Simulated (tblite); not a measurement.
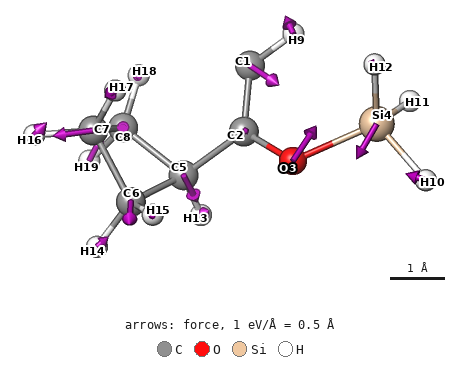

Starting geometry of C₆H₁₁OSi (multiplicity 2) with the computed forces as purple arrows. A ball-and-stick model, seen at a tilt.

Method: GFN2-xTB geometry optimisation, gas phase in tblite 0.8.0. 

Q: What follows when this structure is relaxed?

A: It isn't relaxed: the largest force vector, on O3, is 1.85 eV/Å. The final displacements have little in common with the starting forces (cosine between the two patterns 0.20). The largest move after the best rigid fit is that of H17, 1.46 Å. Largest moves by element: H 1.46 Å, O 0.66 Å, C 0.60 Å, Si 0.38 Å. Among the contacts that change: O3–Si4 1.737 → 1.621 Å, Si4–H10 1.499 → 1.455 Å, C2–O3 1.420 → 1.378 Å, C5–C6 1.507 → 1.546 Å. Among the angles between lasting bonds that change: C2–C1–H9 117.5° → 140.4°, C2–O3–Si4 122.1° → 133.4°, O3–Si4–H10 109.1° → 99.1°. Groups turn about C2–O3 by about 35°, C2–C5 by about 25°, O3–Si4 by about 25°. After 140 geometry steps the energy has fallen by 20.8 kcal/mol. The run took 1.1 s on 1 thread of Arm Neoverse V1, on a shared host.
